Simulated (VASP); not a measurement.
Band structure of ZnCl2 (space group P4_2/nmc). Level of theory: LDA (Ceperley-Alder, Perdew-Zunger), VASP's LDA PAW potentials (set 64) (plane waves; VASP 6.6.1).

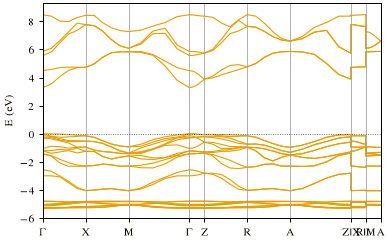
Figure: Bands along high-symmetry lines, zero at the valence-band maximum or, without a gap, the Fermi level

Read the plot: is there a gap, and where are the band edges?

The gap is direct, 3.28 eV, from the valence maximum at Γ to the conduction minimum at Γ.

The structure comes from a measured ZnCl2 entry (P4_2/nmc) of the Crystallography Open Database, whose conditions weren't checked. The cell was not relaxed at this level.
